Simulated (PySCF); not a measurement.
**A workflow on GeH3**

We compute a series of 17 runs (UPBE0-D4/def2-TZVP, UCCSD(T)/6-31G*, USVWN5/6-31G*, UPBE/6-31G*, UBLYP/6-31G*, U-revPBE/6-31G*, UTPSS/6-31G*, U-r2SCAN/6-31G*, and more) of GeH3. 

Program for the calculation: PySCF 2.14.0.

### Step 1. The structure to begin with

The species is GeH3 (4 atoms), meant as a doublet with charge 0. The shape is cut from that of the parent molecule. The run starts from this shape.

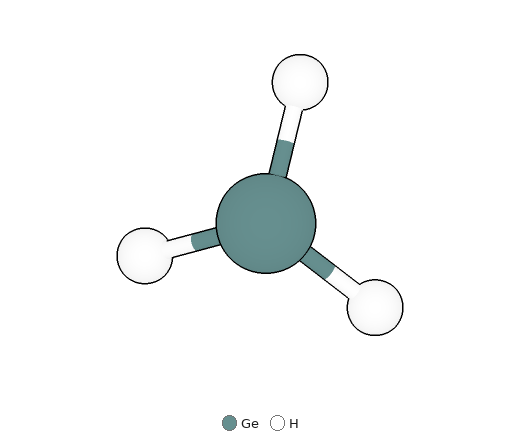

Viewed from a chosen angle; germanium teal, hydrogen white.

### Step 2. A geometry optimisation at UPBE0-D4/def2-TZVP (density fitting with def2-universal-jkfit) (run 1)

input.py reads:

```python
from pyscf import gto, dft
from pyscf.geomopt.geometric_solver import kernel as optimise

mol = gto.Mole()
mol.atom = '''
Ge       0.555623      -0.292355       1.025465
H        0.366628       0.836748       2.081310
H        2.083256      -0.442191       0.776563
H        0.013405      -1.596542       1.601389
'''
mol.max_memory = 1860
mol.basis = 'def2-tzvp'
mol.verbose = 3
mol.spin = 1
mol.charge = 0
mol.build()

myscf = dft.UKS(mol, xc='pbe0')
myscf = myscf.density_fit(auxbasis='def2-universal-jkfit')
myscf.disp = 'd4'
myscf.grids.level = 4
myscf.conv_tol = 1e-09
myscf.max_cycle = 100
converged, mol_eq = optimise(myscf, maxsteps=80)
print('converged:', converged)
print(mol_eq.tostring())

myscf.reset(mol_eq)
mol = mol_eq
myscf.kernel()
etot = myscf.e_tot
print('Final energy', etot)
```

On the command line:

```sh
$ OMP_NUM_THREADS=1 python input.py
```

Output:

```text
maxiter                   80
----------------------------------------------------------
Custom engine selected.
Bonds will be generated from interatomic distances less than 1.20 times sum of covalent radii
12 internal coordinates being used (instead of 12 Cartesians)
Internal coordinate system (atoms numbered from 1):
Distance 1-2
Distance 1-3
Distance 1-4
Angle 2-1-3
Angle 2-1-4
Angle 3-1-4
Translation-X 1-4
Translation-Y 1-4
Translation-Z 1-4
Rotation-A 1-4
Rotation-B 1-4
Rotation-C 1-4
> ===== Optimization Info: ====
> Job type: Energy minimization
> Maximum number of optimization cycles: 80
> Initial / maximum trust radius (Angstrom): 0.100 / 0.300
> Convergence Criteria:
> Will converge when all 5 criteria are reached:
>  |Delta-E| < 1.00e-06
>  RMS-Grad  < 3.00e-04
>  Max-Grad  < 4.50e-04
>  RMS-Disp  < 1.20e-03
>  Max-Disp  < 1.80e-03
> === End Optimization Info ===

Geometry optimization cycle 1
Cartesian coordinates (Angstrom)
 Atom        New coordinates             dX        dY        dZ
  Ge   0.555623  -0.292355   1.025465   -0.000000  0.000000  0.000000
   H   0.366628   0.836748   2.081310    0.000000  0.000000  0.000000
   H   2.083256  -0.442191   0.776563    0.000000  0.000000  0.000000
   H   0.013405  -1.596542   1.601389    0.000000  0.000000  0.000000

WARN: Mole.unit (angstrom) is changed to Bohr

WARN: HOMO -0.17523388013691 >= LUMO -0.175233880136913

converged SCF energy = -2078.48000477412  <S^2> = 0.75194123  2S+1 = 2.0019403
--------------- DFUKS_Scanner gradients ---------------
         x                y                z
0 Ge    -0.0091442931    -0.0069595797    -0.0066769163
1 H     0.0015220959     0.0019089854     0.0046102528
2 H     0.0040785044    -0.0002001964     0.0022344391
3 H     0.0035435932     0.0052508330    -0.0001676137
----------------------------------------------
cycle 1: E = -2078.48000477  dE = -2078.48  norm(grad) = 0.0162995
Step    0 : Gradient = 8.150e-03/1.329e-02 (rms/max) Energy = -2078.4800047741
Hessian Eigenvalues: 5.00000e-02 5.00000e-02 5.00000e-02 ... 1.60000e-01 1.60000e-01 1.60000e-01

Geometry optimization cycle 2
Cartesian coordinates (Angstrom)
 Atom        New coordinates             dX        dY        dZ
  Ge   0.587209  -0.293332   1.070777    0.031586 -0.000977  0.045312
   H   0.353492   0.856258   2.071050   -0.013136  0.019510 -0.010260
   H   2.088821  -0.437710   0.752388    0.005565  0.004481 -0.024175
   H  -0.010605  -1.619558   1.590505   -0.024010 -0.023016 -0.010884
converged SCF energy = -2078.48077994335  <S^2> = 0.75212584  2S+1 = 2.0021247
--------------- DFUKS_Scanner gradients ---------------
         x                y                z
0 Ge    -0.0001724868     0.0005283423    -0.0008745036
1 H     0.0002223000     0.0006809329     0.0003982347
2 H     0.0008331038     0.0003536160    -0.0000590746
3 H    -0.0008830626    -0.0015629590     0.0005352566
----------------------------------------------
cycle 2: E = -2078.48077994  dE = -0.000775169  norm(grad) = 0.00246517
Step    1 : Displace = 3.732e-02/5.524e-02 (rms/max) Trust = 1.000e-01 (=) Grad = 1.233e-03/1.873e-03 (rms/max) E (change) = -2078.4807799433 (-7.752e-04) Quality = 0.999
Hessian Eigenvalues: 5.00000e-02 5.00000e-02 5.00000e-02 ... 1.59490e-01 1.60000e-01 1.86491e-01

Geometry optimization cycle 3
Cartesian coordinates (Angstrom)
 Atom        New coordinates             dX        dY        dZ
  Ge   0.588436  -0.292455   1.072170    0.001227  0.000877  0.001393
   H   0.350917   0.853710   2.070893   -0.002574 -0.002548 -0.000157
   H   2.086081  -0.441287   0.752205   -0.002740 -0.003577 -0.000183
   H  -0.006512  -1.614307   1.589456    0.004094  0.005251 -0.001049
converged SCF energy = -2078.48079896686  <S^2> = 0.75213777  2S+1 = 2.0021366
--------------- DFUKS_Scanner gradients ---------------
         x                y                z
0 Ge     0.0000260454    -0.0000955904     0.0000414305
1 H     0.0001632990    -0.0000739544    -0.0001198717
2 H    -0.0001247371     0.0001789231     0.0000897019
3 H    -0.0000647545    -0.0000094643    -0.0000113314
----------------------------------------------
cycle 3: E = -2078.48079897  dE = -1.90235e-05  norm(grad) = 0.00034361
Step    2 : Displace = 4.559e-03/6.736e-03 (rms/max) Trust = 1.414e-01 (+) Grad = 1.718e-04/2.358e-04 (rms/max) E (change) = -2078.4807989669 (-1.902e-05) Quality = 1.046
Hessian Eigenvalues: 5.00000e-02 5.00000e-02 5.00000e-02 ... 1.60000e-01 1.60116e-01 1.97430e-01

Geometry optimization cycle 4
Cartesian coordinates (Angstrom)
 Atom        New coordinates             dX        dY        dZ
  Ge   0.588792  -0.291858   1.072362    0.000356  0.000597  0.000193
   H   0.349379   0.854058   2.071626   -0.001538  0.000349  0.000733
   H   2.086472  -0.442869   0.751420    0.000391 -0.001582 -0.000785
   H  -0.005714  -1.613667   1.589318    0.000798  0.000640 -0.000137
converged SCF energy = -2078.48079995324  <S^2> = 0.75213852  2S+1 = 2.0021374
--------------- DFUKS_Scanner gradients ---------------
         x                y                z
0 Ge    -0.0000564774    -0.0001644523     0.0000439642
1 H     0.0000363455     0.0000263031    -0.0000058758
2 H     0.0000086904     0.0000543628     0.0000072638
3 H     0.0000112905     0.0000836922    -0.0000454185
----------------------------------------------
cycle 4: E = -2078.48079995  dE = -9.86387e-07  norm(grad) = 0.000215622
Step    3 : Displace = 1.404e-03/1.813e-03 (rms/max) Trust = 2.000e-01 (+) Grad = 1.078e-04/1.794e-04 (rms/max) E (change) = -2078.4807999532 (-9.864e-07) Quality = 1.209
Hessian Eigenvalues: 4.99999e-02 5.00000e-02 5.00000e-02 ... 1.59999e-01 1.84990e-01 1.91428e-01

Geometry optimization cycle 5
Cartesian coordinates (Angstrom)
 Atom        New coordinates             dX        dY        dZ
  Ge   0.588902  -0.291334   1.072168    0.000110  0.000524 -0.000195
   H   0.348877   0.854012   2.071885   -0.000502 -0.000046  0.000259
   H   2.086477  -0.443519   0.751282    0.000005 -0.000651 -0.000138
   H  -0.005318  -1.613489   1.589396    0.000396  0.000178  0.000078
converged SCF energy = -2078.48080009391  <S^2> = 0.75213746  2S+1 = 2.0021363
--------------- DFUKS_Scanner gradients ---------------
         x                y                z
0 Ge    -0.0000064435    -0.0000144431     0.0000040222
1 H     0.0000012264    -0.0000005469    -0.0000000236
2 H    -0.0000007717     0.0000011028     0.0000010397
3 H     0.0000058338     0.0000137875    -0.0000051028
----------------------------------------------
cycle 5: E = -2078.48080009  dE = -1.40668e-07  norm(grad) = 2.2829e-05
Step    4 : Displace = 5.662e-04/6.693e-04 (rms/max) Trust = 2.828e-01 (+) Grad = 1.141e-05/1.632e-05 (rms/max) E (change) = -2078.4808000939 (-1.407e-07) Quality = 1.045
Hessian Eigenvalues: 4.99999e-02 5.00000e-02 5.00000e-02 ... 1.59999e-01 1.84990e-01 1.91428e-01
Converged! =D

converged: True
Ge          0.58890182       -0.29133390        1.07216783
H           0.34887713        0.85401246        2.07188499
H           2.08647667       -0.44351940        0.75128187
H          -0.00531758       -1.61348876        1.58939614

WARN: HOMO -0.167280049933959 >= LUMO -0.167280049933953

converged SCF energy = -2078.48080009391  <S^2> = 0.75213727  2S+1 = 2.0021361
Final energy -2078.48080009391
```

Wall time 37 s (1 thread of Arm Neoverse V2, shared host); peak memory 0.68 GiB.

Step by step:

| step | energy from the first frame kept (eV) | largest force (eV/Å) |
| --- | --- | --- |
| 0 | 0.0000 | 0.6834 |
| 1 | -0.0211 | 0.0963 |
| 2 | -0.0216 | 0.0121 |
| 3 | -0.0216 | 0.0092 |
| 4 | -0.0216 | 0.0008 |

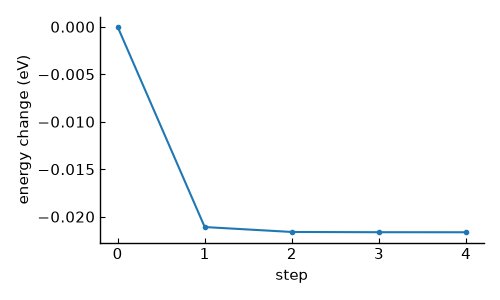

Energy along the run.

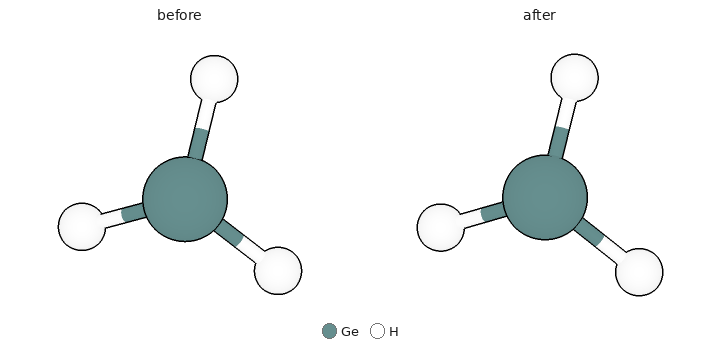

Before and after, at one scale.

After the run. Bond lengths: Ge1–H2 1.539 Å, Ge1–H3 1.539 Å, Ge1–H4 1.539 Å. Angles: H2–Ge1–H3 111.1°, H2–Ge1–H4 111.1°, H3–Ge1–H4 111.1°.

### Step 3. Fragment A of bond 2-1: the energy at UCCSD(T)/6-31G(d) (spherical functions) (run 2)

run.py reads:

```python
from pyscf import gto, cc

mol = gto.Mole()
mol.atom = [
    ('Ge', (0.588902, -0.291334, 1.072168)),
    ('H', (0.348877, 0.854012, 2.071885)),
    ('H', (2.086477, -0.443519, 0.751282)),
    ('H', (-0.005318, -1.613489, 1.589396)),
]
mol.max_memory = 1860
mol.verbose = 3
mol.basis = '6-31g*'
mol.spin = 1
mol.build()

myscf = mol.UHF()
myscf.conv_tol = 1e-10
myscf.kernel()
if not myscf.converged:
    myscf = myscf.newton().run(myscf.mo_coeff, myscf.mo_occ)

mycc = cc.CCSD(myscf, frozen=9)
mycc.kernel()
e_t = mycc.ccsd_t()
e_tot = mycc.e_tot + e_t
print('E(%s) = %.9f' % ('CCSD(T)', e_tot))
```

On the command line:

```sh
$ OMP_NUM_THREADS=1 python run.py
```

Output:

```text
converged SCF energy = -2076.77106606025  <S^2> = 0.75404328  2S+1 = 2.0040392
E(UCCSD) = -2077.013748015842  E_corr = -0.2426819555963033
UCCSD(T) correction = -0.00429105617308322
E(CCSD(T)) = -2077.018039072
```

Wall time 2.3 s (1 thread of Arm Neoverse V2, shared host); peak memory 0.14 GiB.

Runs 3 to 5 aren't shown in full; the table further down has their settings and results.

### Step 4. Fragment A of bond 2-1: a single-point energy at U-revPBE/6-31G(d) (spherical functions) (run 6)

input.py reads:

```python
from pyscf import gto, dft

mol = gto.M(
    atom=[
    ('Ge', (0.588902, -0.291334, 1.072168)),
    ('H', (0.348877, 0.854012, 2.071885)),
    ('H', (2.086477, -0.443519, 0.751282)),
    ('H', (-0.005318, -1.613489, 1.589396)),
],
    spin=1,
    verbose=3,
    basis='6-31g*',
    charge=0,
    max_memory=1860,
)

mf = dft.UKS(mol)
mf.xc = 'revpbe'
mf.grids.level = 5
mf.conv_tol = 1e-10
mf.kernel()
if not mf.converged:
    mf = mf.newton().run(mf.mo_coeff, mf.mo_occ)

energy = mf.e_tot
print('Final energy', energy)
```

On the command line:

```sh
$ OMP_NUM_THREADS=1 python input.py
```

Output:

```text
WARN: HOMO -0.175273236997258 >= LUMO -0.175273236997255

converged SCF energy = -2078.30024600194  <S^2> = 0.75181587  2S+1 = 2.001815
Final energy -2078.300246001941
```

Run time: 5.7 s. Hardware: 1 thread of Arm Neoverse V2, shared host; peak memory 0.25 GiB.

Runs 7 to 16 aren't shown in full; the table further down has their settings and results.

### Step 5. Fragment A of bond 2-1: a single-point energy at UB2PLYP/6-31G(d) (spherical functions) (run 17)

calc.py reads:

```python
from pyscf import gto, dft, mp

mol = gto.M(
    atom=[
    ('Ge', (0.588902, -0.291334, 1.072168)),
    ('H', (0.348877, 0.854012, 2.071885)),
    ('H', (2.086477, -0.443519, 0.751282)),
    ('H', (-0.005318, -1.613489, 1.589396)),
],
    max_memory=1860,
    basis='6-31g*',
    spin=1,
    verbose=3,
)

mf = dft.UKS(mol)
mf.xc = '0.53*HF + 0.47*B88, 0.73*LYP'
mf.conv_tol = 1e-10
mf.grids.level = 5
mf.kernel()
if not mf.converged:
    mf = mf.newton().run(mf.mo_coeff, mf.mo_occ)

pt = mp.MP2(mf, frozen=9).run()
e_tot = mf.e_tot + 0.27 * pt.e_corr
print('PT2 part  %.8f' % (0.27 * pt.e_corr))
print(f'total energy: {e_tot:.8f} hartree')
```

On the command line:

```sh
$ OMP_NUM_THREADS=1 python calc.py
```

Output:

```text
WARN: HOMO -0.153003875684447 >= LUMO -0.15300387568445

converged SCF energy = -2077.99657791313  <S^2> = 0.75177798  2S+1 = 2.0017772
E(UMP2) = -2078.27973029126  E_corr = -0.283152378130492
E(SCS-UMP2) = -2078.26266157375  E_corr = -0.266083660623155
PT2 part  -0.07645114
total energy: -2078.07302906 hartree
```

Run time: 6 s. Hardware: 1 thread of Arm Neoverse V2, shared host; peak memory 0.25 GiB.

### Step 6. Overview of the runs

| run | level | task | integral approximation | energy (Eh) | dipole moment (D) of the reference | HOMO energy (eV) | LUMO energy (eV) | wall time |
| --- | --- | --- | --- | --- | --- | --- | --- | --- |
| 1 | UPBE0-D4/def2-TZVP (density fitting with def2-universal-jkfit) | optimise | def2-universal-jkfit | -2078.480800 | 0.04 | -6.29 | -2.73 | 37 s |
| 2 | UCCSD(T)/6-31G* (spherical functions) | energy | none | -2077.018039 | 0.06 | -8.90 | 0.96 | 2.3 s |
| 3 | USVWN5/6-31G* (spherical functions) | energy | none | -2075.266861 | 0.21 | -5.13 | -4.01 | 3.3 s |
| 4 | UPBE/6-31G* (spherical functions) | energy | none | -2078.132997 | 0.15 | -5.15 | -3.65 | 5.7 s |
| 5 | UBLYP/6-31G* (spherical functions) | energy | none | -2078.504229 | 0.12 | -4.92 | -3.71 | 5.1 s |
| 6 | U-revPBE/6-31G* (spherical functions) | energy | none | -2078.300246 | 0.13 | -5.14 | -3.52 | 5.7 s |
| 7 | UTPSS/6-31G* (spherical functions) | energy | none | -2078.436636 | 0.09 | -5.30 | -3.63 | 11 s |
| 8 | U-r2SCAN/6-31G* (spherical functions) | energy | none | -2078.440157 | 0.09 | -5.54 | -3.18 | 11 s |
| 9 | UM06-L/6-31G* (spherical functions) | energy | none | -2078.395603 | 0.07 | -5.09 | -3.62 | 9 s |
| 10 | UPBE0/6-31G* (spherical functions) | energy | none | -2078.191379 | 0.10 | -6.24 | -2.68 | 5.1 s |
| 11 | UB3LYP/6-31G* (spherical functions) | energy | none | -2078.507742 | 0.09 | -5.93 | -3.11 | 5.7 s |
| 12 | UBHLYP/6-31G* (spherical functions) | energy | none | -2078.432970 | 0.04 | -7.09 | -1.89 | 5.7 s |
| 13 | UM06-2X/6-31G* (spherical functions) | energy | none | -2078.445135 | 0.06 | -7.28 | -2.66 | 11 s |
| 14 | UCAM-B3LYP/6-31G* (spherical functions) | energy | none | -2078.574099 | 0.10 | -7.41 | -1.79 | 8.1 s |
| 15 | U-wB97X/6-31G* (spherical functions) | energy | none | -2078.497240 | 0.15 | -8.27 | -1.26 | 7.5 s |
| 16 | U-wB97M-V/6-31G* (spherical functions) | energy | none | -2078.327257 | 0.06 | -8.20 | -0.90 | 20 s |
| 17 | UB2PLYP/6-31G* (spherical functions) | energy | none | -2078.073029 | 0.03 | -7.11 | -1.47 | 6 s |

### Step 7. Results

| quantity | value |
| --- | --- |
| fragment A of bond 2-1, run 17: total energy | -2078.07303 Eh |
| fragment A of bond 2-1, run 17: dipole moment (SCF part) | 0.03 D |
| fragment A of bond 2-1, run 17: HOMO energy (SCF part's orbitals) (highest over α and β) | -7.11 eV |
| fragment A of bond 2-1, run 17: LUMO energy (SCF part's orbitals) (lowest over α and β) | -1.47 eV |
| fragment A of bond 2-1, run 17: ⟨S²⟩ | 0.752 |

Over runs 3, 4, 5, 6, 7, 8, 9, 10, 11, 12, 13, 14, 15, 16, 17 the dipole moment (its size) runs from 0.03 D (UB2PLYP/6-31G*) to 0.21 D (USVWN5/6-31G*). A double hybrid's value is that of its SCF part. Totals of different functionals can't be ranked against each other. All runs together took 2.6 min, the longest 37 s.
